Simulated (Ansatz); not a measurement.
**How many bands does the GW gap of MoS2 (P6_3/mmc) need?**

Wanted: a G0W0 gap for MoS2 (P6_3/mmc) that is converged in bands and cutoff, or an estimate of the limit.

Main program and level: Ansatz 0.2.0; G0W0 on PBE, plane waves, PAW.

The database entry behind the starting cell differs from later determinations by our own check (about 0.3 % long), so it need not match the best structure at ambient conditions.

## Step 1: Starting point

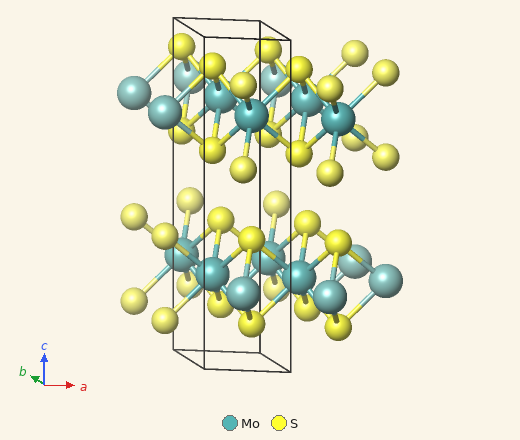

The starting structure, seen slightly off an axis (molybdenum teal, sulfur yellow). 2×2×1 cells are drawn. Some periodic images of atoms are drawn too.

The cell and positions come from the Crystallography Open Database and are kept as given unless a step says otherwise.

## Step 2: 280 empty bands, screening to 110 eV

G0W0 replaces the xc potential by the self-energy, built once from these orbitals. Only a window of levels is corrected, while the sums run over the empty bands that the input names. This step takes hard PAW files.

File input.yaml:

```yaml
crystal:
  lattice:
    - [3.169, 0.0, 0.0]
    - [-1.5845, 2.7444345046, 0.0]
    - [0.0, 0.0, 12.324]
  atoms:
    - { symbol: Mo, position: [0.3333333333, 0.6666666667, 0.25] }
    - { symbol: Mo, position: [0.6666666667, 0.3333333333, 0.75] }
    - { symbol: S, position: [0.3333333333, 0.6666666667, 0.623] }
    - { symbol: S, position: [0.6666666667, 0.3333333333, 0.123] }
    - { symbol: S, position: [0.3333333333, 0.6666666667, 0.877] }
    - { symbol: S, position: [0.6666666667, 0.3333333333, 0.377] }
kpoints:
  mp_grid: { grid: [9, 9, 2] }
hamiltonian:
  xc: pbe
  pseudopotentials: { kind: paw, source: ansatz }
scf:
  occupations: { method: fixed }
gw:
  n_empty_bands: 280
  ecut_chi: 110.0
  qp_bands: [v2, c2]
  qp_kpoints: band_edges
  screening: { model: contour_deformation }
```

Command:

```sh
ansatz run input.yaml --threads 4 --pin off --max-ram 138240MiB --backend cuda --events-out ev --progress --plain --runs-dir out --devices 1 --max-vram 26GiB
```

Numbers of over 12 decimals in the logs are rounded to 6 here.

Log:

```text
GPUs: using 1 of 1 available (devices: 1).
Engine: ansatz 0.2.0, x86_64-unknown-linux-gnu
Pseudopotentials: kind: paw
Pseudopotential: Mo, paw, valence charge 14, recommended cutoff 500 eV (normal), Mo.paw.azcp
Pseudopotential: S, paw, valence charge 6, recommended cutoff 510 eV (normal), S.paw.azcp
Functional definition: PBE
  parameter kappa = 0.804
  parameter beta = 0.066725
  exchange = pbe_x(kappa = kappa, mu = beta*pi^2/3)
  correlation = pbe_c(beta = beta)
device memory: the entry about to start is reckoned to put 1.5 GiB on a device that reports 52.0 GiB free (of which the cap on the GPU budget leaves the run 26.0 GiB)
GPU FFT provider: cuFFT
GPU libraries: cuBLAS 13.8.2, cuFFT 12.4.0, cuSOLVER 12.3.4
Crystal: 6 atoms, lattice volume = 107.183 Å³
Basis set: ecut = 510 eV, 2787 PW (Γ)
Bands: 32, of which v1, the nominal top of the filled ones, is band 26 counted from 1 (25 counted from 0)
Symmetry: 24 space group operations
Space group: P63/mmc (ITA 194), of the structure as read, at distance tolerance 4.8e-5 Å
k-points: 24 of 162
Non-local potential: Mo, projectors of the file, l = 0: 3, l = 1: 3, l = 2: 2, l = 3: 2
Non-local potential: S, projectors of the file, l = 0: 2, l = 1: 2, l = 2: 2
PAW form: soft (Blöchl's): semilocal exchange-correlation on the pseudo side does not see the compensation charge
PAW one-centre angular grid: Mo, 590 points (default); XC on 64 Gauss nodes
PAW one-centre angular grid: S, 110 points (default); XC on 64 Gauss nodes
Initial density: superposition of atomic densities (chi_scale 0.1, normalization cell, long waves kept (reshape's long-wave potential 0.07 eV rms))
Initial wavefunctions: pseudopotential atomic-orbital guess
GPU buffer pool allocated for 78732 grid points (all kernels)
GPU transforms: local potential and band sums: pruned to the plane-wave sphere, on 25×25×96
Functional: x = pbe(κ = 0.804, μ = 0.219515), c = pbe(β = 0.066725)
SCF iter   1: F=—  HF=-13528.514632 eV  |F-HF|=—  |Δ(HF+E_count)|=         —  Δρ=6.04e-2  dr2=4.65e0  ethr=3.10e-3  ⟨swp⟩=4.7  Hψ=3125  notcnv=0  defer=60
preconditioner: auto → Resta (q_TF=auto, 2.418 Å⁻¹)  ε∞=8.0  [insulator: Δε(μ)=0.841 eV  Ē_g=8.135 eV  n_scr=26 (ndim 8)  ℏωp=21.5 eV  f_vac=0.002  ε∞_Penn≈8.0]
SCF iter   2: F=—  HF=-13527.425368 eV  |F-HF|=—  |Δ(HF+E_count)|=    1.09e0  Δρ=2.69e-2  dr2=1.85e0  ethr=3.10e-3  ⟨swp⟩=3.4  Hψ=1690  notcnv=0  defer=71
SCF iter   3: F=—  HF=-13527.132223 eV  |F-HF|=—  |Δ(HF+E_count)|=   2.93e-1  Δρ=1.55e-2  dr2=3.48e-1  ethr=3.10e-3  ⟨swp⟩=2.2  Hψ=1042  notcnv=0  defer=70
SCF iter   4: F=—  HF=-13527.054424 eV  |F-HF|=—  |Δ(HF+E_count)|=   7.78e-2  Δρ=2.94e-3  dr2=1.41e-2  ethr=6.70e-4  ⟨swp⟩=2.4  Hψ=1356  notcnv=0  defer=88
SCF iter   5: F=—  HF=-13527.057046 eV  |F-HF|=—  |Δ(HF+E_count)|=   2.62e-3  Δρ=6.52e-4  dr2=6.58e-4  ethr=2.72e-5  ⟨swp⟩=2.0  Hψ=1168  notcnv=0  defer=94
SCF iter   6: F=—  HF=-13527.057867 eV  |F-HF|=—  |Δ(HF+E_count)|=   8.20e-4  Δρ=1.67e-4  dr2=3.02e-5  ethr=1.27e-6  ⟨swp⟩=2.0  Hψ=1212  notcnv=0  defer=94
SCF iter   7: F=—  HF=-13527.057937 eV  |F-HF|=—  |Δ(HF+E_count)|=   7.02e-5  Δρ=3.81e-5  dr2=1.42e-6  ethr=5.81e-8  ⟨swp⟩=2.0  Hψ=1193  notcnv=0  defer=78
SCF iter   8: F=—  HF=-13527.057943 eV  |F-HF|=—  |Δ(HF+E_count)|=   5.69e-6  Δρ=1.03e-5  dr2=1.07e-7  ethr=2.73e-9  ⟨swp⟩=2.2  Hψ=1206  notcnv=0  defer=78
SCF iter   9: F=-13527.057943 eV  HF=-13527.057943 eV  |F-HF|=2.33e-9  |Δ(HF+E_count)|=   2.15e-7  Δρ=1.57e-6  dr2=3.19e-9  ethr=1.92e-10  ⟨swp⟩=7.0  Hψ=3138  notcnv=0
SCF 1 converged in 9 iterations: F = -13527.057943 eV  dr2 = 3.19e-9
  greatest PAW one-centre occupation: 0.984 electrons in one spin orbital (limit 2), on the Mo atom at site 1 (counted from 0), in its partial waves of l = 0
device memory: the entry about to start is reckoned to put 1.5 GiB (of the 1.7 GiB reckoned in all, the device holds 0.2 GiB already) on a device that reports 51.7 GiB free (of which the cap on the GPU budget leaves the run 25.8 GiB)
NSCF: frozen V_eff on 24 k-points, pencils in batches of 32, up to order 128
the band table was solved once the SCF had ended and its energy, with any forces and stress, was formed, with the checks that follow a solve (3164 applications of the Hamiltonian). They found nothing against the state; the energy, forces and stress were not computed again (output.eigenvalues in the input reference)
device memory: the entry about to start is reckoned to put 5.9 GiB on a device that reports 51.9 GiB free (of which the cap on the GPU budget leaves the run 26.0 GiB)
NSCF: frozen V_eff on 24 k-points
G₀W₀ screening: q 1/24
[... further progress lines ...]
device memory: the entry about to start is reckoned to put 0.6 GiB on a device that reports 51.8 GiB free (of which the cap on the GPU budget leaves the run 26.0 GiB)
NSCF: frozen V_eff on 1 k-points
device memory: the entry about to start is reckoned to put 0.6 GiB on a device that reports 51.8 GiB free (of which the cap on the GPU budget leaves the run 26.0 GiB)
NSCF: frozen V_eff on 1 k-points
SCF converged after 9 iterations
Free energy (F): -13527.057943 eV
Harris-Foulkes:  -13527.057943 eV  (|F-HF|=2.33e-9)
Internal energy: -13527.057943 eV  (E = F + TS)
E sigma→0 (E₀):  -13527.057943 eV
Fermi energy:    10.932668 eV
--- Per-component energies (eV) ---
  E_band       = -310.599392
  E_kinetic    = 1533.151802
  E_local      = -4421.737376  (includes V_loc(G=0)·N_el)
  E_nonlocal   = 674.481900
  E_hartree    = 1502.603012
  E_xc         = -1014.498378
  E_vxc        = -927.573202  (∫ρ·V_xc dr)
  E_paw        = -8539.843040  (= ΣΔE_a)
  E_vpaw       = -174.130161  (= ΣTr[D̂ρ^β])
  E_aug_tail   = 0.000583  (compensation charges beyond the density's cutoff)
  E_ewald      = -3261.216446
  E_smearing   = -0.000000  (= −TS)
  E_closure    = 0.000000  (closes the sum)
  Σ components = -13527.057943   (vs F -13527.057943, Δ=0.00e0)
--- Band table (eV; the first three rows and the last of 24) ---
  k-point 0: bands = [... 22 lower, 8.8019, 9.7471, 9.7860, 10.9327, 13.0293, 13.0293, 13.0573, 13.0573, ... 2 higher]
  k-point 1: bands = [... 22 lower, 8.7785, 8.7785, 10.6662, 10.6662, 13.0347, 13.0347, 13.0347, 13.0347, ... 2 higher]
  k-point 2: bands = [... 22 lower, 8.9076, 9.7937, 9.9008, 10.5720, 12.8185, 12.8468, 12.9513, 12.9816, ... 2 higher]
  k-point 23: bands = [... 22 lower, 8.0607, 8.0607, 10.2355, 10.2355, 11.9816, 11.9816, 13.2347, 13.2347, ... 2 higher]
--- G₀W₀: contour deformation, 7 samples at zero and on the imaginary axis and 1 off it, 162 q-points, 280 empty bands' worth ---
  eigenvalues of the whole cell's RPA ε∞ on this k-mesh (on a slab, of 1 + 4πα/V) = 6.2131, 14.7935, 14.7935; static W/v taken at q = 0 is 0.086223
  gw.qp_kpoints: band_edges: 17 of 24 stored k-points solved, in 1 pass; an edge of the gap read off the rows below is read off those points alone
    valence top: of the k-points left out ik 11 came nearest to being solved in a further pass, in band 25 (counted from 1, as in the quasiparticle table): it holds the edge there only if its correction is more favourable than any solved in that band by at least 0.938 eV; those differ by 0.388 eV
    conduction bottom: of the k-points left out ik 11 came nearest to being solved in a further pass, in band 27 (counted from 1, as in the quasiparticle table): it holds the edge there only if its correction is more favourable than any solved in that band by at least 0.527 eV; those differ by 0.234 eV
    ik  band        ε_KS         Σx   Σc(E_QP)       V_xc       Z   E_QP_lin       E_QP  E_QP is
     0    25      9.7860   -18.6955     1.0928   -17.5922  0.7319     9.7755     9.7755  root
     0    26     10.9327   -19.7100     0.5673   -19.1875  0.7395    10.9774    10.9775  root
     0    27     13.0293   -13.8096    -4.2451   -18.5214  0.7407    13.5003    13.4960  root
     0    28     13.0293   -13.8096    -4.2451   -18.5214  0.7407    13.5003    13.4960  root
     1    25     10.6662   -19.4107     0.8430   -18.5582  0.7408    10.6567    10.6567  root
     1    26     10.6662   -19.4107     0.8430   -18.5582  0.7408    10.6567    10.6567  root
     1    27     13.0347   -13.7555    -4.2410   -18.4565  0.7404    13.4990    13.4948  root
     1    28     13.0347   -13.7555    -4.2410   -18.4565  0.7404    13.4990    13.4948  root
     2    25      9.9008   -18.6204     1.9938   -16.3254  0.7488     9.5982     9.5996  root
     2    26     10.5720   -19.5406     0.7603   -18.8066  0.7392    10.5983    10.5983  root
     2    27     12.8185   -13.7693    -4.1289   -18.2824  0.7331    13.2058    13.2026  root
     2    28     12.8468   -13.8292    -4.3157   -18.6261  0.7457    13.3323    13.3281  root
     3    25     10.4330   -19.4032     0.9774   -18.4067  0.7400    10.4139    10.4140  root
     3    26     10.4330   -19.4032     0.9774   -18.4067  0.7400    10.4139    10.4140  root
     3    27     12.8475   -13.8422    -4.2643   -18.5592  0.7414    13.3041    13.3001  root
     3    28     12.8475   -13.8422    -4.2643   -18.5592  0.7414    13.3041    13.3001  root
     4    25      9.5878   -19.2716     1.2300   -18.0526  0.7301     9.5988     9.5988  root
     4    26      9.7232   -19.2816     1.1552   -18.1291  0.7332     9.7261     9.7261  root
     4    27     12.1769   -13.5726    -4.0003   -17.9596  0.7439    12.5660    12.5635  root
     4    28     12.5989   -14.3809    -4.0489   -18.8614  0.7337    13.0343    13.0305  root
     6    25      9.1347   -18.5400     1.4018   -17.0889  0.7289     9.0855     9.0855  root
     6    26      9.3910   -19.0234     1.3282   -17.6711  0.7320     9.3668     9.3669  root
     6    27     12.3226   -14.2537    -4.2556   -18.9593  0.7367    12.7764    12.7726  root
     6    28     12.4204   -15.3547    -4.2650   -20.1368  0.7312    12.9428    12.9374  root
[...]
22    25     10.1638   -19.0261     0.4875   -18.6138  0.7405    10.2389    10.2390  root
    22    26     10.3256   -19.4263     0.4220   -19.1057  0.7402    10.4269    10.4270  root
    22    27     11.9803   -16.2204    -3.8199   -20.5517  0.7355    12.4957    12.4917  root
    22    28     11.9803   -16.2204    -3.8199   -20.5517  0.7355    12.4957    12.4917  root
    23    25     10.2355   -19.1782     0.4513   -18.8138  0.7405    10.3223    10.3224  root
    23    26     10.2355   -19.1782     0.4513   -18.8138  0.7405    10.3223    10.3224  root
    23    27     11.9816   -16.2156    -3.8193   -20.5456  0.7355    12.4964    12.4924  root
    23    28     11.9816   -16.2156    -3.8193   -20.5456  0.7355    12.4964    12.4924  root
```

Run time: 38 s. Hardware: 1 × NVIDIA H100 80GB HBM3 (shared by 3 runs) with 4 threads of AMD EPYC 7R13 (Zen 3), shared host; peak memory 1.8 GiB.

Numbers from this step:

| Item | Value |
| --- | --- |
| bands summed | 306 |
| RPA ε∞ on this mesh (eigenvalues) | 6.213, 14.79, 14.79 |
| plane waves in the screening matrix | 291 |
| q-points in the mesh | 162 |
| G0W0 gap on the mesh | 1.301 eV |
| k of the valence top | 0, 0, 0 |
| k of the conduction bottom | 0.1111, 0.2222, 0 |
| starting gap on the mesh | 0.9599 eV |
| Z at the valence top | 0.7395 |
| Z at the conduction bottom | 0.7478 |
| least direct G0W0 gap on the computed points | 2.065 eV |

The gap on the mesh goes from 0.96 eV to 1.30 eV, a correction of +0.34 eV. Between the two edge states, bare exchange in place of the xc potential would open the gap by 4.76 eV, and correlation takes back 4.42 eV.

## Step 3: 637 empty bands, screening to 190 eV

Bands and screening cutoff are moved together, since each hides the error of the other.

input.yaml: that of step 2 with these lines changed.

```diff
@@ -20,4 +20,4 @@
 gw:
-  n_empty_bands: 280
-  ecut_chi: 110.0
+  n_empty_bands: 637
+  ecut_chi: 190.0
   qp_bands: [v2, c2]
```

Log:

```text
GPUs: using 1 of 1 available (devices: 1).
[...]
GPU FFT provider: cuFFT
GPU libraries: cuBLAS 13.8.2, cuFFT 12.4.0, cuSOLVER 12.3.4
Crystal: 6 atoms, lattice volume = 107.183 Å³
Basis set: ecut = 510 eV, 2787 PW (Γ)
Bands: 32, of which v1, the nominal top of the filled ones, is band 26 counted from 1 (25 counted from 0)
Symmetry: 24 space group operations
[...]
k-points: 24 of 162
[...]
GPU buffer pool allocated for 78732 grid points (all kernels)
[...]
SCF iter   1: F=—  HF=-13528.514632 eV  |F-HF|=—  |Δ(HF+E_count)|=         —  Δρ=6.04e-2  dr2=4.65e0  ethr=3.10e-3  ⟨swp⟩=4.7  Hψ=3125  notcnv=0  defer=60
[...]
SCF iter   9: F=-13527.057943 eV  HF=-13527.057943 eV  |F-HF|=2.33e-9  |Δ(HF+E_count)|=   2.15e-7  Δρ=1.57e-6  dr2=3.19e-9  ethr=1.92e-10  ⟨swp⟩=7.0  Hψ=3138  notcnv=0
SCF 1 converged in 9 iterations: F = -13527.057943 eV  dr2 = 3.19e-9
[...]
NSCF: frozen V_eff on 24 k-points, pencils in batches of 32, up to order 128
[...]
NSCF: frozen V_eff on 24 k-points
G₀W₀ screening: q 1/24
[... further progress lines ...]
[...]
SCF converged after 9 iterations
Free energy (F): -13527.057943 eV
[...]
Internal energy: -13527.057943 eV  (E = F + TS)
E sigma→0 (E₀):  -13527.057943 eV
Fermi energy:    10.932668 eV
[...]
--- Band table (eV; the first three rows and the last of 24) ---
  k-point 0: bands = [... 22 lower, 8.8019, 9.7471, 9.7860, 10.9327, 13.0293, 13.0293, 13.0573, 13.0573, ... 2 higher]
  k-point 1: bands = [... 22 lower, 8.7785, 8.7785, 10.6662, 10.6662, 13.0347, 13.0347, 13.0347, 13.0347, ... 2 higher]
  k-point 2: bands = [... 22 lower, 8.9076, 9.7937, 9.9008, 10.5720, 12.8185, 12.8468, 12.9513, 12.9816, ... 2 higher]
  k-point 23: bands = [... 22 lower, 8.0607, 8.0607, 10.2355, 10.2355, 11.9816, 11.9816, 13.2347, 13.2347, ... 2 higher]
[...]
bands read: the sum over 663 bands ends inside a degenerate multiplet in 14 slots, whose members it reads at an even weight; the widest, k=1: bands 661 to 664 (counted from 1) at 3/4 each
[...]
0    25      9.7860   -18.6955     0.8902   -17.5922  0.7286     9.5720     9.5729  root
     0    26     10.9327   -19.7100     0.3187   -19.1875  0.7358    10.7285    10.7289  root
     0    27     13.0293   -13.8096    -4.4773   -18.5214  0.7391    13.2648    13.2638  root
     0    28     13.0293   -13.8096    -4.4773   -18.5214  0.7391    13.2648    13.2638  root
     1    25     10.6662   -19.4107     0.6021   -18.5582  0.7375    10.4151    10.4158  root
     1    26     10.6662   -19.4107     0.6021   -18.5582  0.7375    10.4151    10.4158  root
     1    27     13.0347   -13.7555    -4.4729   -18.4565  0.7388    13.2637    13.2628  root
     1    28     13.0347   -13.7555    -4.4729   -18.4565  0.7388    13.2637    13.2628  root
[...]
23    25     10.2355   -19.1782     0.2238   -18.8138  0.7376    10.0946    10.0948  root
    23    26     10.2355   -19.1782     0.2238   -18.8138  0.7376    10.0946    10.0948  root
    23    27     11.9816   -16.2156    -4.0587   -20.5456  0.7309    12.2541    12.2530  root
    23    28     11.9816   -16.2156    -4.0587   -20.5456  0.7309    12.2541    12.2530  root
```

Wall time 1.8 min (1 × NVIDIA H100 80GB HBM3 (shared by 3 runs) with 4 threads); peak memory 3.5 GiB; 3.7 min of CPU time.

Numbers from this step:

- bands summed: 663
- RPA ε∞ on this mesh (eigenvalues): 6.202, 14.64, 14.64
- plane waves in the screening matrix: 675
- q-points in the mesh: 162
- G0W0 gap on the mesh: 1.339 eV
- k of the valence top: 0, 0, 0
- k of the conduction bottom: 0.1111, 0.2222, 0
- starting gap on the mesh: 0.9599 eV
- Z at the valence top: 0.7358
- Z at the conduction bottom: 0.7448
- least direct G0W0 gap on the computed points: 2.060 eV

Against the run with 9×9×2 mesh, 280 empty bands, screening to 110 eV, hard PAW files, the gap moves by +0.04 eV.

## Step 4: 1079 empty bands, screening to 270 eV

input.yaml: that of step 3 with these lines changed.

```diff
@@ -20,4 +20,4 @@
 gw:
-  n_empty_bands: 637
-  ecut_chi: 190.0
+  n_empty_bands: 1079
+  ecut_chi: 270.0
   qp_bands: [v2, c2]
```

Log:

```text
GPUs: using 1 of 1 available (devices: 1).
[...]
GPU FFT provider: cuFFT
GPU libraries: cuBLAS 13.8.2, cuFFT 12.4.0, cuSOLVER 12.3.4
Crystal: 6 atoms, lattice volume = 107.183 Å³
Basis set: ecut = 510 eV, 2787 PW (Γ)
Bands: 32, of which v1, the nominal top of the filled ones, is band 26 counted from 1 (25 counted from 0)
Symmetry: 24 space group operations
[...]
k-points: 24 of 162
[...]
1    28     13.0347   -13.7555    -4.5683   -18.4565  0.7384    13.1677    13.1674  root
[...]
23    25     10.2355   -19.1782     0.1212   -18.8138  0.7366     9.9916     9.9923  root
    23    26     10.2355   -19.1782     0.1212   -18.8138  0.7366     9.9916     9.9923  root
    23    27     11.9816   -16.2156    -4.1751   -20.5456  0.7291    12.1369    12.1366  root
    23    28     11.9816   -16.2156    -4.1751   -20.5456  0.7291    12.1369    12.1366  root
[key lines of the parts left out:]
SCF converged after 9 iterations
Free energy (F): -13527.057943 eV
Fermi energy:    10.932668 eV
```

The job ended after 4.7 min (1 × NVIDIA H100 80GB HBM3 (shared by 3 runs) with 4 threads; peak memory 7.1 GiB).

Numbers from this step:

```
bands summed                                 : 1105
RPA ε∞ on this mesh (eigenvalues)            : 6.197, 14.59, 14.59
plane waves in the screening matrix          : 1095
G0W0 gap on the mesh                         : 1.352 eV
k of the valence top                         : 0, 0, 0
k of the conduction bottom                   : 0.1111, 0.2222, 0
starting gap on the mesh                     : 0.9599 eV
least direct G0W0 gap on the computed points : 2.048 eV
```

Against the run with 9×9×2 mesh, 637 empty bands, screening to 190 eV, hard PAW files, the gap moves by +0.014 eV.

(Continued in part 2 of 2.)

[Paths, hosts, dates, memory and timing lines, banners, echoed tables and standing remarks are left out of the program output.]

[Logs are printed without paths, hosts, clocks, repeated set-up lines and the standing remarks that a program may print on its own settings, such as how far it seeks lower states.]

[Runs of the session that timed out or met a known fault of the program may be left out.]

[Cells called generated may have been cut or substituted from an entry of the Crystallography Open Database or the Materials Project.]

[Hosts, paths, dates, database ids (printed as entryN), source tags and the programs' standing remarks are cut or masked in the printed files.]
